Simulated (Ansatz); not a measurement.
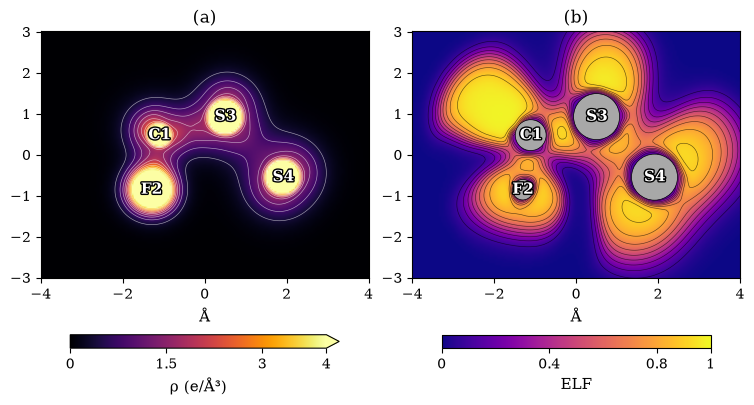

The picture shows: CFS2 (SMILES FC#S[S-]) (charge −1). (a) electron density; (b) ELF on the molecular plane. Grey discs cover the atomic cores in the ELF map.

Geometry: PBE0-D3(BJ)/def2-SVPD.

The calculation used isolated molecule in a Gaussian basis; Kohn-Sham density functional theory, functional PBE0 (Ansatz 0.2.0).

```yaml
atoms:
  - { symbol: C, position_ang: [-1.7893, -1.8174, -3.4518] }
  - { symbol: F, position_ang: [-0.8246, -0.9164, -3.7136] }
  - { symbol: S, position_ang: [-1.7406, -2.4328, -1.8996] }
  - { symbol: S, position_ang: [-0.2733, -1.7602, -0.6450] }
```

What do the fields say about this system?

- Atoms in the plane: C, F and S.
- C–F (1.35 Å): ρ at the midpoint is about 2.3 e/Å³; the ELF peaks at about 0.80 between the atoms; a polar covalent bond.
- C–S (1.67 Å): ρ is about 1.6 e/Å³ halfway; the ELF peaks at about 0.90 between the atoms; a covalent bond.
- S–S (2.04 Å): the density is about 1 e/Å³ at the midpoint; the ELF peaks at about 0.85 between the atoms (a covalent bond).
- The ELF also peaks beside S4, F2, C1 and S3, away from the bonds: lone-pair regions.
